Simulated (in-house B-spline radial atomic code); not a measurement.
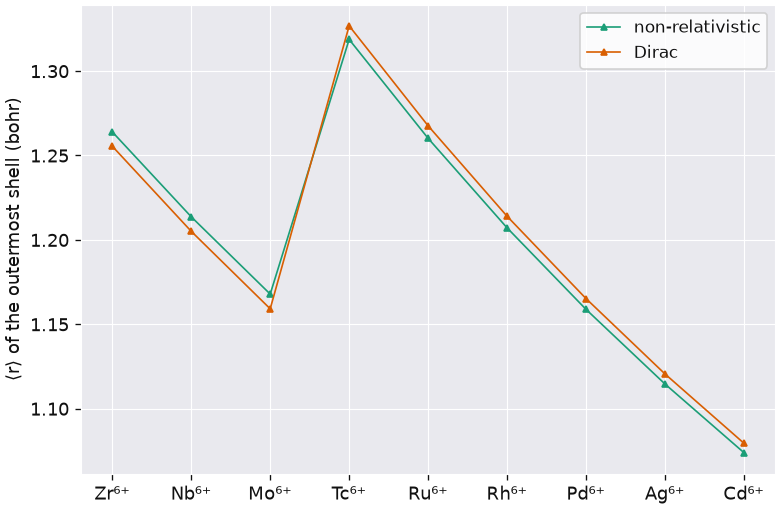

The effect of relativity on the mean radius of the outermost shell, taken as the one with the largest non-relativistic radius (j-weighted means). Species: Zr⁶⁺, Nb⁶⁺, Mo⁶⁺, Tc⁶⁺, Ru⁶⁺, Rh⁶⁺, Pd⁶⁺, Ag⁶⁺ and Cd⁶⁺. The calculation used Hartree–Fock, non-relativistic against Dirac–Coulomb (a B-spline radial atomic code).

Does any expand?

Answer. Yes, most in Tc⁶⁺ (4d, 1.32 to 1.33 bohr, 0.61 %): contracted inner s and p shells screen it better.
